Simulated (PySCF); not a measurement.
Consider C6H11Al (SMILES C=[CH][Al]([CH3])[CH]1CC1).

Input file:

```
{"job": {"kind": "uv", "xc": "B3LYP", "basis": "def2-SVPD", "nstates": 8, "ntriplets": 3}, "charge": 0, "multiplicity": 1}
C     -2.836536    -0.617744     0.188521
C     -1.538019    -0.887192     0.048089
Al    -0.270676     0.596280    -0.327022
C     -0.874441     2.487263    -0.456419
C      1.634558     0.083984    -0.561305
C      1.911924    -1.276805    -1.174463
C      2.141220    -1.074874     0.278753
H     -3.589699    -1.369642     0.393692
H     -3.209485     0.394727     0.102073
H     -1.244101    -1.934544     0.149981
H     -1.461188     2.800839     0.413597
H     -0.024490     3.174876    -0.529024
H     -1.503281     2.673499    -1.333500
H      2.409271     0.820862    -0.785780
H      1.066275    -1.885300    -1.472391
H      2.769989    -1.387752    -1.822753
H      1.451357    -1.547371     0.967906
H      3.158562    -1.044790     0.643626
```

Run with:

```sh
OMP_NUM_THREADS=1 python probes_run.py task.json out
```

Geometry: GFN2-xTB.

Computed with PySCF 2.14.0, B3LYP/def2-SVPD, SCF density, gas phase.

What will maps of the electron density and electron localisation function show?

Answer. C–C (1.33 Å): ρ at the midpoint is about 2.3 e/Å³; the ELF peaks at about 0.95 between the atoms (a short, multiple covalent bond).
C–Al (1.99 Å): ρ at the midpoint is about 0.7 e/Å³; the ELF peaks at about 0.95 between the atoms; a polar covalent bond.
C–H (1.08 Å): the density is about 2 e/Å³ at the midpoint; the ELF climbs to about 1 towards the hydrogen, as it does in any bond to H; an ordinary covalent bond to hydrogen.

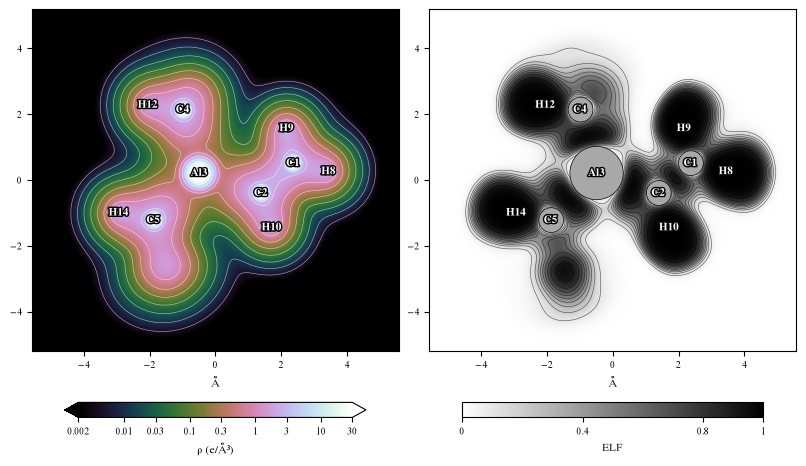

Computed electron density and electron localisation function on the plane of atoms C4, Al3 and C5, in this order. Grey discs cover the atomic cores in the ELF map. 
